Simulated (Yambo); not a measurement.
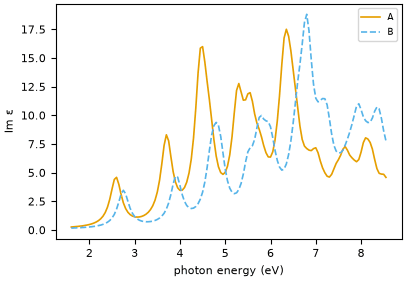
Figure. Two computed absorption spectra of ZnSe (zinc blende, space group F-43m, No. 216) (Yambo, PBEsol bands with the same scissor, field along x)

Which curve includes the electron-hole attraction (BSE)?

Curve A: the attraction moves weight to lower energy (centre of the plotted range 5.7 eV against 6.4 eV). Settings: 8×8×8 mesh, 3 valence and 4 conduction bands, static screening with 32 bands and a 4 Ry block, scissor 1.51 eV, Tamm-Dancoff. The scissor comes from a G0W0 run whose convergence isn't established. Broadening 0.15 eV. The band window holds all transitions up to 9.0 eV. On this mesh the peak heights and the fine structure are mesh artefacts; only the shift of weight is robust.

The standard potential for Se keeps a d shell in the valence without the s and p states of that shell. In tests on such compounds this moved G0W0 gaps by up to about 0.9 eV, so absolute quasiparticle energies here are unreliable; differences between settings are what counts.

Spin-orbit coupling is not included.

Geometry relaxed with PBEsol; primitive cell a = 3.9830 Å, b = 3.9830 Å, c = 3.9830 Å, α = 60.00°, β = 60.00°, γ = 60.00°.
